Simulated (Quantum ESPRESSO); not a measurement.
# Zr (Zirconium): from the cell to the phonon bands, part 3 of 3

How does Zr (Zirconium) vibrate, and is this structure a minimum?

Quantum ESPRESSO 7.5; DFT LDA, scalar-relativistic, plane waves, PseudoDojo norm-conserving pseudopotentials.

So far. Step 5 (Phonons on a q mesh): The acoustic modes at Γ come out as far as 1.3 cm⁻¹ from zero, where they should vanish, a small numerical error. The relaxed cell has a = 3.482 Å (conventional setting).

This is not the structure that Zr takes at ambient pressure and room temperature (hexagonal, No. 194); it is a model or a phase of other conditions.

### 7. Interpolated phonon bands (continued)

Lowest modes at the softest wavevector of the mesh; phase exp(i q.(R + tau)). Modes at q = (0.000, 0.500, 0.000) (negative means imaginary):

```
mode  frequency (cm⁻¹)
   1             -57.8
   2             105.7
   3             121.0
```

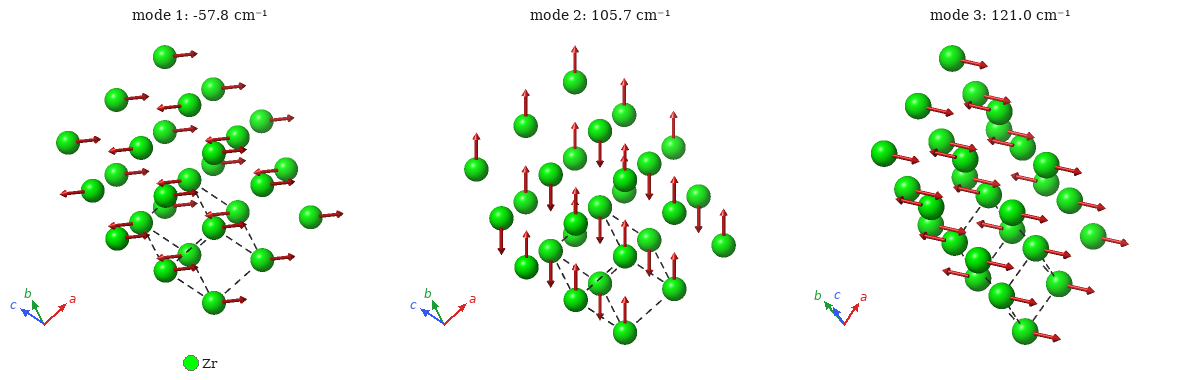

Displacement patterns of modes 1, 2 and 3 at q = (0.000, 0.500, 0.000); arrows are exaggerated. 2×2×2 cells are drawn. The axes are those of the cell as run, not the conventional ones. Some periodic images of atoms are drawn too.

Force constants by pair (phonopy on the run's constants); pairs near half the supercell's span include their periodic images. Pair force constants, by row:

| atom | neighbour | distance (Å) | third of the trace (eV/Å²) | along the pair's line (eV/Å²) |
| --- | --- | --- | --- | --- |
| Zr1 | itself | 0 | 3.715 | – |
| Zr1 | Zr | 3.015 | -0.6061 | -1.613 |
| Zr1 | Zr | 3.482 | 0.3633 | 0.3646 |
| Zr1 | Zr | 4.924 | 0.0159 | -0.2161 |
| Zr1 | Zr | 5.773 | -0.03 | -0.1036 |
| Zr1 | Zr | 6.03 | -0.036 | -0.0802 |
| Zr1 | Zr | 6.963 | -0.0975 | -0.1666 |

Mode patterns, pair constants, displacements and means over the zone were worked out by phonopy from the force constants of q2r.x.

The path dips to 58i cm⁻¹.

### 8. Sums over the zone

Sums over the zone need many more wavevectors than were solved, so the interpolation is sampled on a dense mesh.

matdyn.in

```
 &input
    asr='simple',
    flfrc='x.fc',
    dos=.true.,
    fldos='x.dos',
    nk1=18,
    nk2=18,
    nk3=18,
    deltaE=0.3,
 /
```

Launch:

```bash
> matdyn.x -in matdyn.in > matdyn.out
```

Numbers of over 12 decimals in the logs are rounded to 6 here.

Log:

```text
[banner, memory and clock lines left out]
Program MATDYN v.7.5

 mass for atomic type   1 not given; uses mass from file x.fc
     Message from routine matdyn:
     Z* not found in file x.fc, TO-LO splitting at q=0 will be absent!

Note: The following floating-point exceptions are signalling: IEEE_UNDERFLOW_FLAG
```

Elapsed: 3.4 s, on 1 thread of Arm Neoverse V1, shared host.

This step gave:

```yaml
share_of_modes_beyond_3i_cm_minus1_on_the_dense_interpolated_mesh: 0.109
```

The phonon density of states has structure finer than the step of the table below, so its rows give means over 20 cm⁻¹, whole bins alone (the curve runs from -57.8 to 182 cm⁻¹). Peaks (cm⁻¹: height): 134.2: 0.0522.

Tetrahedra. Phonon density of states against wavenumber; means over each step:

```
wavenumber (cm⁻¹)  phonon density of states (1/cm⁻¹/cell)
              -40                                 0.00749
              -20                                 0.00622
                0                                 0.00506
               20                                 0.00664
               40                                 0.00874
               60                                  0.0116
               80                                  0.0150
              100                                  0.0179
              120                                  0.0226
              140                                  0.0367
              160                                 0.00905
```

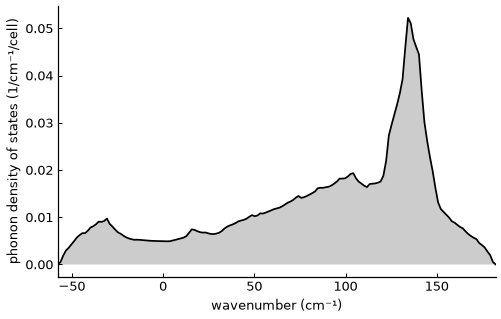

Phonon density of states against wavenumber.

### 9. The dispersion under another sum rule (asr all)

The sum rule corrects the force constants themselves, so it can shift branches at any wavevector, low ones most.

matdyn.in

```
 &input
    asr='all',
    flfrc='x.fc',
    flfrq='x.freq',
    flvec='x.modes',
    q_in_band_form=.true.,
    q_in_cryst_coord=.true.,
 /
8
  0.0000000   0.0000000   0.0000000   8  ! GAMMA
  0.5000000   0.5000000  -0.5000000   8  ! H
  0.5000000  -0.0000000  -0.5000000   8  ! N
  0.0000000   0.0000000   0.0000000   8  ! GAMMA
  0.7500000   0.2500000  -0.2500000   8  ! P
  0.5000000   0.5000000  -0.5000000   1  ! H
  0.7500000   0.2500000  -0.2500000   8  ! P
  0.5000000  -0.0000000  -0.5000000   1  ! N
```

Launch:

```bash
> matdyn.x -in matdyn.in > matdyn.out
```

Log:

```text
[banner, memory and clock lines left out]
Program MATDYN v.7.5

 mass for atomic type   1 not given; uses mass from file x.fc
 Norm of the difference between old and new effective charges:    0.000000

 Huang before:    1   1   1   2,   residual stress:   6.67e-14
 Huang before:    1   1   1   3,   residual stress:  -6.67e-14
 Huang before:    1   1   2   2,   residual stress:   0.000000
 Huang before:    1   1   2   3,   residual stress:  -6.67e-14
 Huang before:    1   1   3   3,   residual stress:   0.000000
 Huang before:    1   2   1   3,   residual stress:   0.000000
 Huang before:    1   2   2   2,   residual stress:  -6.67e-14
 Huang before:    1   2   2   3,   residual stress:  -0.000000
 Huang before:    1   2   3   3,   residual stress:  -6.67e-14
 Huang before:    1   3   2   2,   residual stress:   6.67e-14
 Huang before:    1   3   2   3,   residual stress:   0.000000
 Huang before:    1   3   3   3,   residual stress:   6.67e-14
 Huang before:    2   2   2   3,   residual stress:  -6.67e-14
 Huang before:    2   2   3   3,   residual stress:   0.000000
 Huang before:    2   3   3   3,   residual stress:   6.67e-14

 Norm of the difference between old and new force-constants:   2.50714e-06

     Message from routine matdyn:
     Z* not found in file x.fc, TO-LO splitting at q=0 will be absent!
     Message from routine matdyn:
     Z* not found in file x.fc, TO-LO splitting at q=0 will be absent!

Note: The following floating-point exceptions are signalling: IEEE_UNDERFLOW_FLAG

   You are using asr="all", please consider citing C. Lin, S. Ponc\'e and N. Marzari, npj Comput Mater 8, 236 (2022).
```

Elapsed: 0.46 s, on 1 thread.

This step gave:

| Property | Result |
| --- | --- |
| lowest frequency on the path | -57.77 cm⁻¹ |

At the labelled points the branches move by no more than 0.1 cm⁻¹.

### 10. Results

```json
{
  "space group after relaxation": "Im-3m",
  "volume per atom": "21.1 Å³",
  "q mesh": "4×4×4",
  "lowest mode on the q mesh (acoustic ones at the zone centre apart)": "-57.8 cm⁻¹",
  "imaginary modes on the q mesh": "yes"
}
```

**Reading.** Zr (Zirconium) is unstable: a mode solved on the 4×4×4 mesh is imaginary, 58i cm⁻¹; its spectrum reaches 182 cm⁻¹. The most unstable solved mode lies at q = (0, 0, -0.5), on the zone boundary, so the distortion that it points to doubles the cell. These are harmonic frequencies at zero temperature: anharmonic shifts and linewidths and thermal expansion are left out. In a metal the frequencies hang on the k mesh and the smearing, most of all near Kohn anomalies.

[Host names and launcher messages were left out of these logs when they were recorded.]

[Logs are printed without paths, hosts, clocks, repeated set-up lines and the standing remarks that a program may print on its own settings, such as how far it seeks lower states.]

[Hosts, paths, dates, database ids (printed as entryN), source tags and the programs' standing remarks are cut or masked in the printed files.]
